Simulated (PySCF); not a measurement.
# UPBE0/STO-3G run of CaI (SMILES [Ca][I])

Aim: the energy change on altering one bond length of CaI at UPBE0/STO-3G, from 2 runs. The job is set up through a Python script.

Program for the calculation: PySCF 2.14.0.

6 further runs of the same task are left out: 6 set aside as unsound or not needed.

## (1) The structure to begin with

The species is CaI (2 atoms), meant as a doublet with charge 0. As SMILES, `[Ca][I]`. The coordinates come from a PBE0-D4/def2-TZVP relaxation.

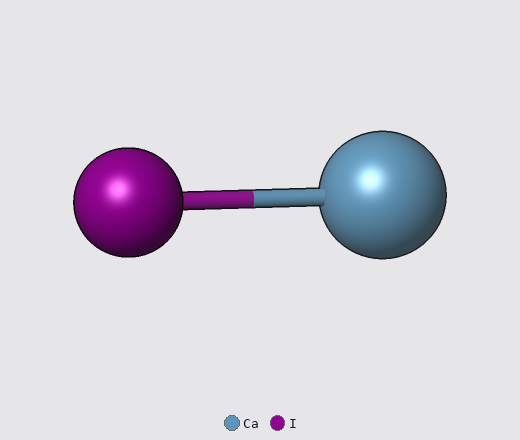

The structure, seen from a chosen angle (calcium blue, iodine purple).

## (2) The energy at UPBE0/STO-3G

input.py

```python
# CaI
from pyscf import gto, dft

mol = gto.M(
    atom='''
Ca     0.000000     0.000000     0.096716
I      0.000000     0.000000     5.434890
''',
    unit='bohr',
    spin=1,
    verbose=3,
    charge=0,
    max_memory=1860,
    basis='sto-3g',
)

mf = dft.UKS(mol, xc='pbe0')
mf.conv_tol = 1e-10
mf.grids.level = 5
mf.kernel()
if not mf.converged:
    mf = mf.newton().run(mf.mo_coeff, mf.mo_occ)

e_final = mf.e_tot
print('Final energy', e_final)
```

Started as:

```
$ OMP_NUM_THREADS=1 python input.py
```

What it wrote:

```text
converged SCF energy = -7523.16280719403  <S^2> = 0.75187133  2S+1 = 2.0018705
Final energy -7523.162807194033
```

Wall time 3.6 s (1 thread of Intel Xeon 6975P-C (Granite Rapids), shared host); peak memory 0.25 GiB.

## (3) The distorted shape at the same level

calc.py

```python
from pyscf import gto, dft

mol = gto.M(
    atom=[
    ('Ca', (-0.000000, -0.000000, -5.033580)),
    ('I', (0.000000, 0.000000, 2.876020)),
],
    verbose=3,
    basis='sto-3g',
    spin=1,
    max_memory=1860,
)

myscf = dft.UKS(mol, xc='pbe0')
myscf.conv_tol = 1e-10
myscf.grids.level = 5
myscf.kernel()
if not myscf.converged:
    myscf = myscf.newton().run(myscf.mo_coeff, myscf.mo_occ)

e_final = myscf.e_tot
print('E(%s) = %.9f' % ('PBE0', e_final))
```

Started as:

```
$ OMP_NUM_THREADS=1 python calc.py
```

What it wrote:

```text
WARN: HOMO -0.0667654070259816 >= LUMO -0.0667654070259194

converged SCF energy = -7523.07627996823  <S^2> = 0.75  2S+1 = 2
E(PBE0) = -7523.076279968
```

Run time: 2.5 s. Hardware: 1 thread of Intel Xeon 6975P-C (Granite Rapids), shared host; peak memory 0.24 GiB.

## (4) Outcome

Level: UPBE0/STO-3G.

| quantity | value |
| --- | --- |
| first shape: total energy | -7523.16281 Eh |
| first shape: dipole moment | 3.88 D |
| first shape: HOMO energy (highest over α and β) | -3.14 eV |
| first shape: LUMO energy (lowest over α and β) | -0.63 eV |
| first shape: ⟨S²⟩ | 0.752 |
| distorted shape: total energy | -7523.07628 Eh |
| distorted shape: dipole moment | 0.01 D |
| distorted shape: HOMO energy (highest over α and β) | -3.01 eV |
| distorted shape: LUMO energy (lowest over α and β) | -2.85 eV |
| distorted shape: ⟨S²⟩ | 0.750 |
| energy change with the Ca1–I2 bond stretched from 2.825 to 7.910 Å | 2.355 eV |

What this shows: With the Ca1–I2 bond stretched from 2.825 to 7.910 Å the energy rises by 2.35 eV (54 kcal/mol). The first shape isn't relaxed at this level, so the change isn't measured from a minimum. The minimal basis adds a large error of its own. Relativity is left out (first shape) although the molecule holds a heavy atom. Relativity is left out (distorted shape) although the molecule holds a heavy atom.
